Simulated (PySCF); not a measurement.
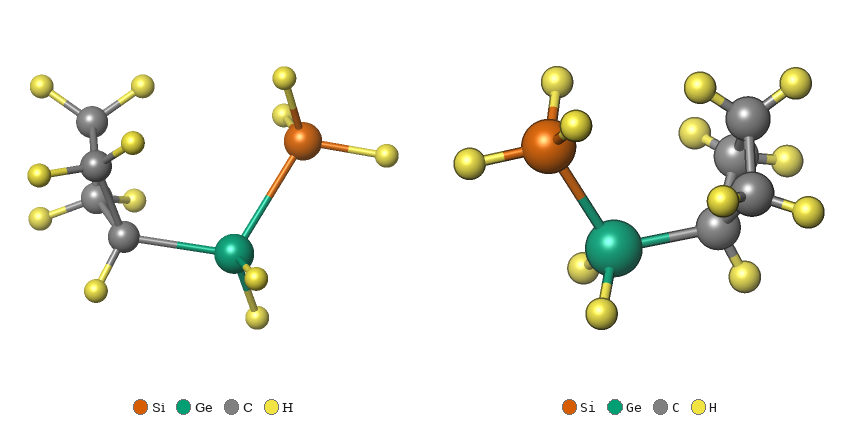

The same structure drawn twice, from different directions.

Computed geometry: PBE0-D3(BJ)/def2-SVP optimisation. No frequency run is at hand to confirm it as a minimum.

**Which formula does it have?**

C4H12GeSi, 18 atoms: 4 carbon, 12 hydrogen, 1 germanium and 1 silicon.

**Give a SMILES string for it.**

[SiH3][GeH2][CH]1CCC1

**Name some functional groups or characteristic bonds that it holds.**

Among them: Si–H bond.

**How many bonds of each kind are drawn?**

7 C–H, 4 C–C, 3 Si–H, 2 Ge–H, 1 Ge–Si, 1 C–Ge.
